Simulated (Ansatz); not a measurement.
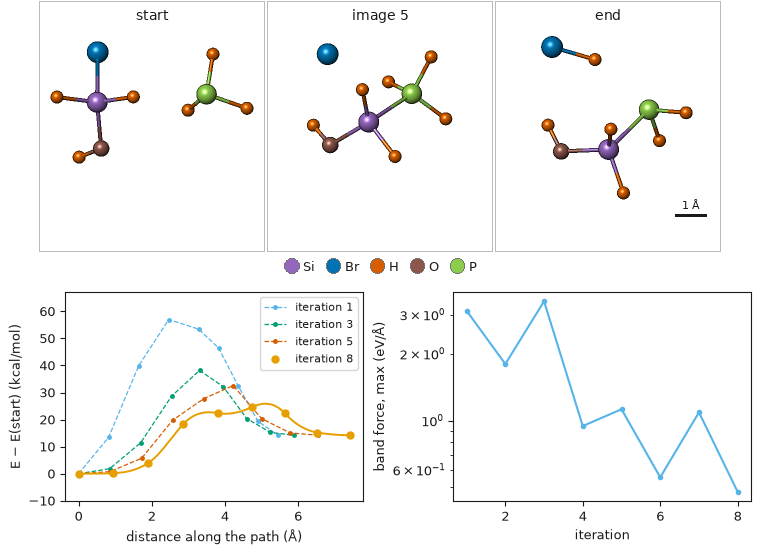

A nudged-elastic-band calculation for SiPH6OBr, made up of SiH3OBr and PH3. Images are numbered from 0 (start) to 8 (end). The plot follows the band through its iterations. Style: ball-and-stick. Shown at a tilt.

All numbers below come from RKS PBE0/def2-SVP (Ansatz 0.2.0). Settings: 7 movable images; climbing image; force threshold 0.5 eV/Å; iteration limit 60; starting path through a guess of the saddle point.

**Did the band converge, and can the barrier be trusted?**

The run met only a loose threshold, so the barrier can't be trusted yet. The band converged in 8 iterations. The largest component of the band force went from 3.1 to 0.48 eV/Å. The climbing image converged on the top of the path. Its curvatures weren't checked. The force threshold is so loose that the height of the top is at best an upper bound. The first iteration put the highest image at 57.0 kcal/mol. Forward barrier 24.6 kcal/mol, backward barrier 10.4 kcal/mol, with image 5 at the top; the reaction energy is +14.2 kcal/mol.

Limits of the set-up: the start holds two separate molecules, 3.5 Å apart at their closest, whose relative position is a soft coordinate and is computed without a dispersion correction.

The run took 2.5 min on 2 threads of Arm Neoverse V2 (shared host), peak memory 0.29 GiB.
